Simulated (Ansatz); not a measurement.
# Calculations on C₂H₈OSiTe

### Relaxation

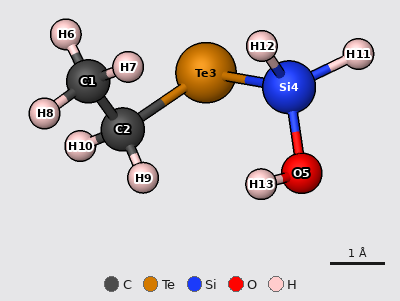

Starting structure of C2H8OSiTe. A ball-and-stick model, seen face on.

The run prepares an end point of a later path (torsion) calculation, from a guessed geometry.

These are results of RKS PBE0-D4/def2-SVP in Ansatz, not measurements.

Input
```yaml
crystal:
  periodic: [false, false, false]
  atoms:
    - { symbol: C, position_ang: [0.0033, 0.3921, 1.7651] }
    - { symbol: C, position_ang: [1.1239, 0.3138, 0.7915] }
    - { symbol: Te, position_ang: [1.1035, -1.609, -0.1751] }
    - { symbol: Si, position_ang: [-0.6494, -0.9692, -1.6965] }
    - { symbol: O, position_ang: [-0.2934, 0.4213, -2.593] }
    - { symbol: H, position_ang: [0.008, -0.3485, 2.5185] }
    - { symbol: H, position_ang: [-0.9772, 0.3552, 1.2056] }
    - { symbol: H, position_ang: [0.0274, 1.4407, 2.2547] }
    - { symbol: H, position_ang: [1.0748, 1.1312, 0.0647] }
    - { symbol: H, position_ang: [2.0795, 0.4354, 1.3789] }
    - { symbol: H, position_ang: [-0.9794, -2.0846, -2.6099] }
    - { symbol: H, position_ang: [-1.9287, -0.7202, -0.9013] }
    - { symbol: H, position_ang: [-0.5719, 1.207, -1.9884] }
basis:
  gaussian: { orbitals: def2-SVP }
hamiltonian:
  xc: pbe0
  dispersion: d4
relax:
  f_tol: 0.015
  max_steps: 40
```

Run as
```bash
ansatz run input.yaml --threads 2 --pin off --max-ram 3072MiB --backend cpu --events-out ev --progress --plain --runs-dir out
```

**Where does the relaxation end?**

Over 5 accepted moves (6 points after the start) the energy falls by 0.433 eV. Largest force component: 3.2 eV/Å at the start, 0.014 eV/Å at the end. The line search rejected the trial step at point 4 of the run. The largest move after the best rigid fit is that of H13, 0.29 Å. Largest moves by element: H 0.29 Å, C 0.11 Å, Si 0.05 Å, Te 0.05 Å, O 0.04 Å. Near-neighbour distances that change, for instance: Te3–Si4 2.408 → 2.490 Å, O5–H13 1.030 → 0.961 Å, C1–H8 1.158 → 1.104 Å, C1–H6 1.056 → 1.100 Å. Bond angles that change, for instance: Si4–O5–H13 105.0° → 116.2°, Te3–C2–H9 111.6° → 105.5°, H11–Si4–H12 104.9° → 110.6°. The run took 22 s on 2 threads of Intel(R) Xeon(R) 6975P-C (Granite Rapids) (shared host), peak memory 0.35 GiB.

The structure at the end:

```xyz
13

C    -0.0122    0.4511    1.8550
C     1.1074    0.3005    0.8481
Te    1.1486   -1.6236   -0.1880
Si   -0.6890   -0.9537   -1.7293
O    -0.3174    0.4085   -2.6182
H     0.0435   -0.3179    2.6394
H    -1.0036    0.3680    1.3841
H     0.0430    1.4387    2.3446
H     1.0716    1.0606    0.0546
H     2.0982    0.3719    1.3194
H    -0.8803   -2.0947   -2.6651
H    -1.9453   -0.6873   -0.9586
H    -0.6439    1.2431   -2.2711
```

After the run, drawn alike:

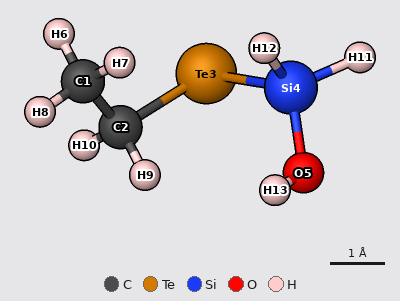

### Relaxation

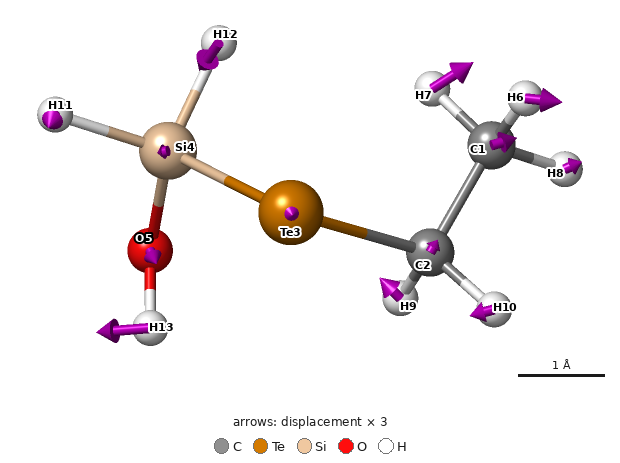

A relaxation of C₂H₈OSiTe. The starting structure is drawn; purple arrows show the displacements, 3 times their true length. The two geometries are superimposed by the best rigid fit.

The picture is a ball-and-stick view, seen face on.

The run prepares an end point of a later path (torsion) calculation, from a guessed geometry.

Method: RKS PBE0-D4/def2-SVP in Ansatz. Settings: no spin polarisation; force threshold 0.015 eV/Å; at most 40 steps.

What did the optimiser do to the structure, and how much energy did it gain?

After 8 geometry steps the energy has fallen by 43.3 kJ/mol. Largest force component: 3.2 eV/Å at the start, 0.013 eV/Å at the end. The largest move after the best rigid fit is that of H13, 0.23 Å. By element the largest moves are H 0.23 Å, C 0.11 Å, O 0.08 Å, Te 0.05 Å, Si 0.05 Å. Some distances before and after: Te3–Si4 2.408 → 2.489 Å, O5–H13 1.030 → 0.963 Å, C1–H8 1.158 → 1.103 Å, C1–H6 1.056 → 1.100 Å. Bond angles that change, for instance: Si4–O5–H13 105.0° → 115.0°, Te3–C2–H9 111.6° → 105.4°, Te3–C2–H10 109.8° → 104.3°. Cost: 28 s on 2 threads of Intel(R) Xeon(R) 6975P-C (Granite Rapids) (shared host), peak memory 0.36 GiB.

### Path

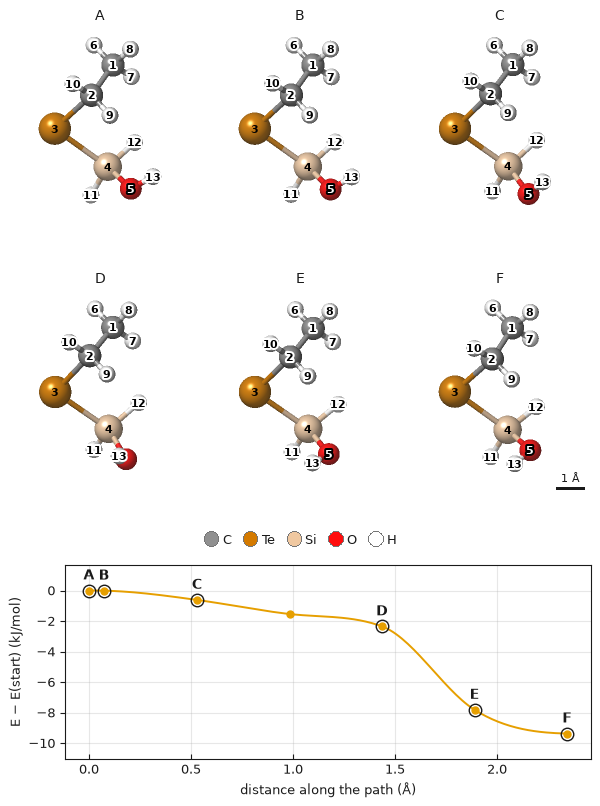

NEB run on C2H8OSiTe. Images are numbered from 0 (start) to 6 (end). Frames A to F are images 0, 1, 2, 4, 5, 6. The picture is a ball-and-stick view, seen from a free direction.

Theory: RKS PBE0-D4/def2-SVP (Ansatz). Run with 5 movable images; climbing image; force threshold 0.03 eV/Å; iteration limit 60; starting path through a guess of the saddle point.

### Read off the barrier and say what moves.

No barrier shows: the energy is highest at the start, and the end lies 9.4 kJ/mol below the start. The motion is a rotation about the Si4–O5 bond by about 145°. No bond forms or breaks between the ends. The band converged in 16 iterations. The largest component of the band force went from 11 to 0.02 eV/Å.
